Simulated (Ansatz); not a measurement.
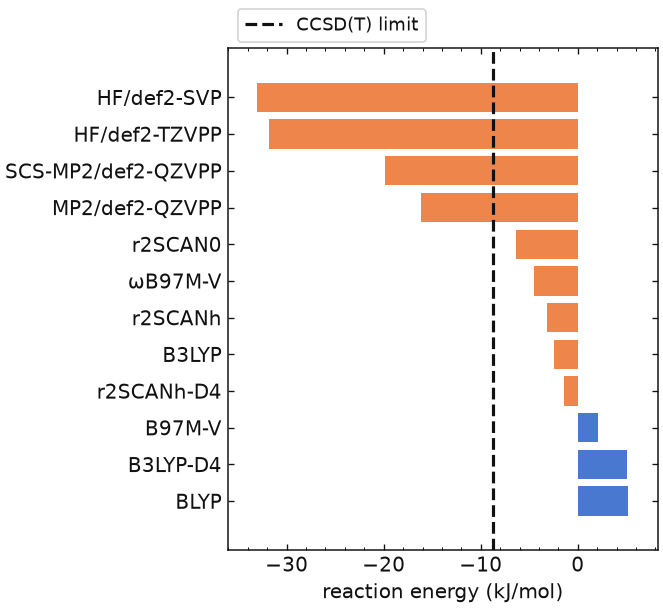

Electronic reaction energy of GaSiN₂H₅ClF (N[SiH](N)[Ga]([F])[Cl]) + NH₃ (N) → GaNH₂ClF ([NH2][Ga]([F])[Cl]) + SiN₂H₆ (N[SiH2]N) (SMILES in brackets) at several levels (functionals in def2-TZVPP unless a basis is named), isolated molecules at PBE0-D4 triple-zeta geometries, minima by their frequencies, no zero-point or thermal terms, the Ansatz code. The line is frozen-core CCSD(T) at the basis limit (MP2 extrapolated from triple and quadruple zeta, plus CCSD(T) less MP2 in a smaller set). No dispersion term is added to r2SCAN0, r2SCANh, B3LYP and BLYP. The distance of HF/def2-SVP, SCS-MP2/def2-QZVPP and MP2/def2-QZVPP to the limit includes basis error. The limit lies 5.2 kJ/mol from CCSD(T)/def2-TZVPP, so the line itself is uncertain by a part of that.

> Which level comes closest to the line (CCSD(T) limit), and which misses most?

Closest r2SCAN0 (−6.4 kJ/mol), against −8.7 kJ/mol; farthest HF/def2-SVP (−33.0 kJ/mol).

> Give the values.

| level | kJ/mol | less CCSD(T) limit |
| --- | --- | --- |
| HF/def2-SVP | −33.0 | −24.3 |
| HF/def2-TZVPP | −31.8 | −23.1 |
| SCS-MP2/def2-QZVPP | −19.9 | −11.2 |
| MP2/def2-QZVPP | −16.1 | −7.4 |
| r2SCAN0 | −6.4 | 2.3 |
| ωB97M-V | −4.5 | 4.2 |
| r2SCANh | −3.1 | 5.6 |
| B3LYP | −2.5 | 6.2 |
| r2SCANh-D4 | −1.4 | 7.3 |
| B97M-V | 2.1 | 10.8 |
| B3LYP-D4 | 5.1 | 13.8 |
| BLYP | 5.2 | 13.9 |
| CCSD(T) limit | −8.7 | 0.0 |

Caveats: no scalar relativity up to krypton; outer-core shells are correlated without core-valence functions, which makes the correlated values less sure; one conformer of each flexible molecule.
